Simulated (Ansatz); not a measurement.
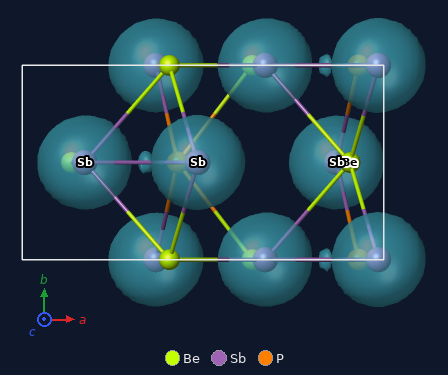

The picture shows: Be$_{2}$Sb$_{3}$P. Isosurface of the valence charge density (pseudo) at 0.8 e/Å³ (cyan), seen along the c axis. Sticks mark near contacts.

Space group Cm; a structure from a database of computed crystals, not necessarily the ambient phase; started from the Hg2I3Br-8 prototype, which need not be the ambient phase.

The calculation used DFT, r2SCAN+rVV10, plane waves, PAW in Ansatz.

Input file:

```
crystal:
  lattice:
    - [3.4838672028, -1.8191968716, -0.3644366578]
    - [3.4838672028, 1.8191968716, -0.3644366578]
    - [-1.6031314737, 0.0, 10.0961005276]
  atoms:
    - { symbol: Be, position: [0.5930496881, 0.5930496881, 0.3685749269] }
    - { symbol: Be, position: [0.3643538142, 0.3643538142, 0.7235215666] }
    - { symbol: Sb, position: [0.3275720708, 0.3275720708, 0.4745502426] }
    - { symbol: Sb, position: [0.6301603835, 0.6301603835, 0.982094911] }
    - { symbol: Sb, position: [1.0146555272, 1.0146555272, 0.1863401109] }
    - { symbol: P, position: [0.0702095163, 0.0702095163, 0.769637242] }
kpoints:
  mp_grid: { grid: [10, 10, 4] }
  band_path:
    path:
      - [0.0, 0.0, 0.0]
      - [-0.3222668501, 0.3222668501, 0.0]
      - [0.3222668501, 0.6777331499, 0.0]
      - [0.5, 0.5, 0.0]
      - [0.5, 0.5, -0.5]
      - [0.3094533177, 0.6905466823, -0.5]
      - [-0.3094533177, 0.3094533177, -0.5]
      - [0.0, 0.0, -0.5]
      - [0.0, 0.5, -0.5]
    npoints: 1
hamiltonian:
  xc: r2scan
  dispersion: rvv10
scf:
  occupations: { method: fermi_dirac, width: 0.03 }
  n_extra_bands: 5
output:
  forces: true
  stress: true
  eigenvalues: true
  write_density: true
  write_potential: true
  elf: true
  volumetric_format: npy
```

Command:

```sh
ansatz run input.yaml --threads 2 --pin off --max-ram 29491MiB --backend cpu --events-out ev --progress --plain --runs-dir out
```

Below, planes, directions and counts refer to the conventional cell (a = 7.01 Å, b = 3.64 Å, c = 10.22 Å, α = 90.00°, β = 104.99°, γ = 90.00°).

What does this surface tell about the bonding?

Answer. At this value the density breaks into separate islands; it holds about 55 % of the electrons treated as valence (semicore included). It bridges none of the near contacts. It is pinched off along the shortest Be–P (2.23 Å), Be–Sb (2.38 Å), Sb–P (2.78 Å) and Sb–Sb (2.95 Å) contacts. On the grid the lowest density along these lines, outside the cores, is 0.37 e/Å³ (Be–P, 2.23 Å), 0.37 e/Å³ (Be–Sb, 2.38 Å), 0.34 e/Å³ (Sb–P, 2.78 Å) and 0.32 e/Å³ (Sb–Sb, 2.95 Å).
